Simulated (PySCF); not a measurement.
**CH₁₀O₂Si₃: electronic excitations**

Aim: predict the electronic excitations of CH₁₀O₂Si₃ (`[SiH3]CO[SiH2]O[SiH3]`).

Computed with PySCF 2.14.0, with density-fitted response routines of our own, on a single molecule in the gas phase. Atoms are numbered from 0 throughout.

**1. The molecule as given**

16 atoms, charge 0, multiplicity 1; geometry from: GFN2-xTB.

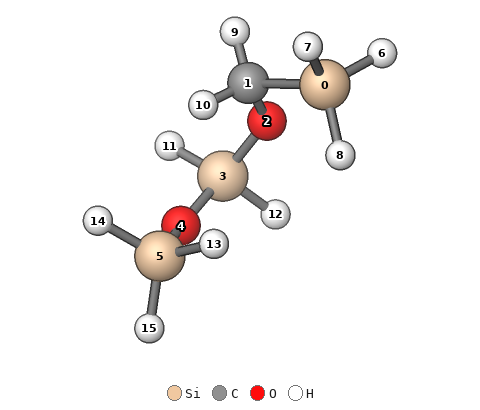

The starting geometry (silicon light orange, carbon grey, oxygen red, hydrogen white), atoms numbered; sticks join atoms by distance.

**2. TDDFT and polarisability: PBE0/def2-SVPD**

What the job is given:

```
{"job": {"kind": "uv", "xc": "PBE0", "basis": "def2-SVPD", "nstates": 8, "ntriplets": 3}, "charge": 0, "multiplicity": 1}
Si     2.252154    -0.225533    -1.046772
C      1.260663    -0.594815     0.536580
O      0.855240     0.662022     1.045069
Si    -0.576547     1.091856     1.656158
O     -1.800139     0.485372     0.778425
Si    -2.454714    -0.283107    -0.482494
H      3.413034     0.587851    -0.687052
H      2.680008    -1.500784    -1.630858
H      1.391721     0.498857    -1.980701
H      1.855842    -1.101878     1.302399
H      0.385345    -1.221042     0.337716
H     -0.826110     0.553381     2.990028
H     -0.533303     2.532596     1.499352
H     -1.541399    -0.243990    -1.627135
H     -2.672078    -1.665396    -0.051397
H     -3.697318     0.433554    -0.751671
```

Level: TDDFT PBE0/def2-SVPD, vertical, gas phase, core orbitals frozen in the response.

Launch:

```sh
$ OMP_NUM_THREADS=1 python probes_run.py task.json out
```

This one command runs all jobs of the session in turn.

The log of the run:

```text
coarse grid: 14336 points
cycle   1  E = -1061.8471533351  dE =  4.562e-01  |g| = 8.876e-01  |ddm| = 6.502e+00
cycle   2  E = -1061.5802403898  dE =  2.669e-01  |g| = 1.460e+00  |ddm| = 2.574e+00
cycle   3  E = -1061.9933882116  dE = -4.131e-01  |g| = 6.332e-02  |ddm| = 1.643e+00
cycle   4  E = -1061.9942325195  dE = -8.443e-04  |g| = 2.355e-02  |ddm| = 2.504e-01
cycle   5  E = -1061.9943348880  dE = -1.024e-04  |g| = 1.206e-02  |ddm| = 7.146e-02
cycle   6  E = -1061.9943624765  dE = -2.759e-05  |g| = 1.797e-03  |ddm| = 1.471e-02
cycle   7  E = -1061.9943631486  dE = -6.721e-07  |g| = 4.656e-04  |ddm| = 3.948e-03
final grid: 123128 points
cycle   8  E = -1062.1386903988  dE = -1.534e-05  |g| = 9.431e-03  |ddm| = 9.040e-02
cycle   9  E = -1062.1386699432  dE =  2.046e-05  |g| = 1.410e-02  |ddm| = 2.468e-02
cycle  10  E = -1062.1387075402  dE = -3.760e-05  |g| = 7.720e-04  |ddm| = 1.547e-02
cycle  11  E = -1062.1387076862  dE = -1.461e-07  |g| = 1.325e-04  |ddm| = 1.152e-03
cycle  12  E = -1062.1387076905  dE = -4.285e-09  |g| = 4.228e-05  |ddm| = 3.740e-04
cycle  13  E = -1062.1387076909  dE = -3.947e-10  |g| = 2.186e-05  |ddm| = 1.603e-04
converged SCF energy = -1062.1387076909

Static polarisability (au): isotropic 95.812, principal 87.067 94.505 105.863

Singlet excitations
state   eV       nm        f      main configurations
  1   6.7030    185.0   0.02897   H->L 0.94
  2   7.1455    173.5   0.00692   H->L+1 0.47, H-1->L 0.23, H->L+2 0.22
  3   7.2941    170.0   0.01572   H-1->L 0.59, H->L+2 0.26
  4   7.4238    167.0   0.00373   H-2->L 0.91
  5   7.4527    166.4   0.00973   H->L+1 0.39, H->L+2 0.37, H-1->L 0.09
  6   7.8248    158.5   0.00234   H->L+3 0.69
  7   7.9016    156.9   0.10870   H->L+4 0.58, H->L+3 0.10, H->L+6 0.09
  8   7.9554    155.8   0.00510   H-2->L+1 0.44, H-3->L 0.31

Triplet excitations (Tamm-Dancoff, eV): 6.5019 6.8117 6.9601
```

Run time: 50 s. Hardware: 1 thread of Arm Neoverse V1, shared host; peak memory 0.87 GiB.

The orbitals next to the gap, with their largest atomic shares:

```tsv
orbital	eV	atoms
HOMO−3	-9.40	Si5 13 %, Si0 12 %, O4 12 %
HOMO−2	-8.77	O2 34 %, O4 20 %, Si5 11 %
HOMO−1	-8.67	O4 31 %, Si5 14 %, H14 12 %
HOMO	-7.88	O2 38 %, C1 17 %, Si0 11 %
LUMO	-0.08	Si5 26 %, Si3 12 %, H14 8 %
LUMO+1	0.46	Si5 21 %, Si0 16 %, Si3 8 %
LUMO+2	0.72	Si0 21 %, Si3 14 %, Si5 9 %
```

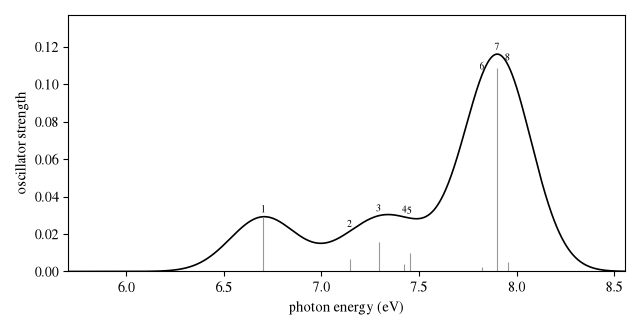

Absorption spectrum from the 8 singlet states computed; above the last one it falls off for lack of states. Lines are broadened to a width of 0.40 eV (Gaussian).

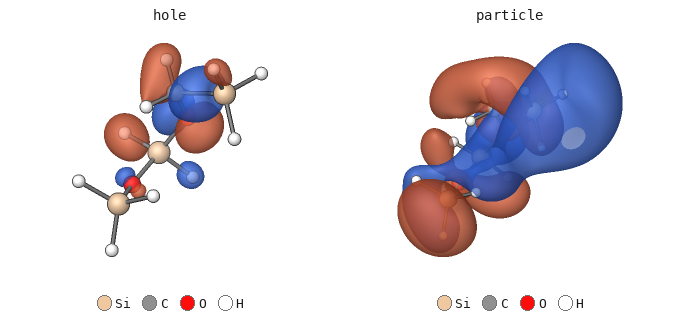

Leading natural transition orbitals of singlet state 7: the electron leaves the hole (left) for the particle orbital (right).

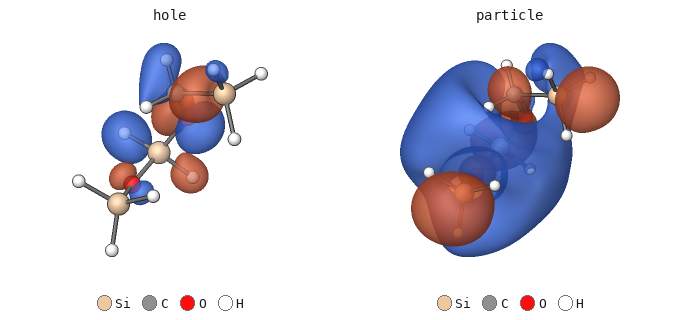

Leading natural transition orbitals of singlet state 1: the electron leaves the hole (left) for the particle orbital (right).

Ground-state properties from the same run:

```tsv
property	computed
dipole moment (D)	1.00
polarisability (Å³)	14.20
HOMO–LUMO gap (eV)	7.80
−ε(HOMO) (eV)	7.88
```

Orbitals, density, ELF and potential are computed afterwards from the orbital file.

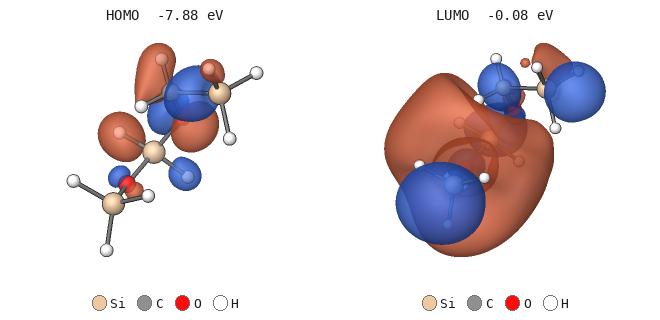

PBE0/def2-SVPD orbitals near the gap, drawn at the value that encloses 70 % of each; the two colours are the two signs.

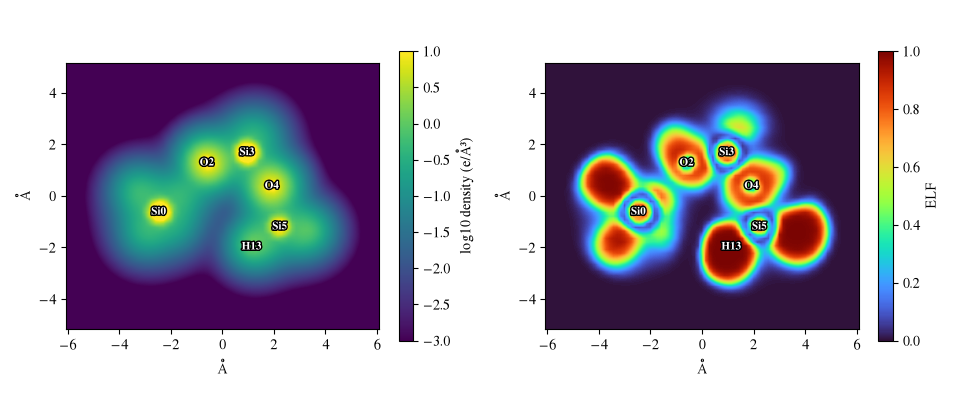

Density (left) and ELF (right) in a plane through or near 6 of the atoms.

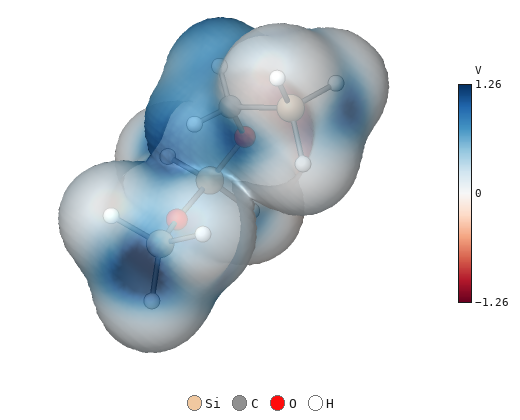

The potential that a unit positive charge feels on the 0.002 e/bohr³ surface, from -0.92 V near O2 to 1.26 V near H13.

**3. What came out**

```
                                quantity                        value
         lowest singlet (PBE0/def2-SVPD)  6.70 eV (185 nm), f = 0.029
brightest single state of those computed  state 7, 7.90 eV, f = 0.109
                          lowest triplet                      6.50 eV
   surface potential, least and greatest           -0.92 V and 1.26 V
```

The first singlet state (HOMO→LUMO 0.94) lies at 6.70 eV and is weak; of the 8 states computed, the strongest absorption comes from state 7 at 7.90 eV. The lowest triplet lies 0.20 eV below the lowest singlet (triplets in Tamm-Dancoff, singlets in full TDDFT). States above −ε(HOMO) lie where TDDFT describes them poorly and they hang on the basis; the brightest is among them.
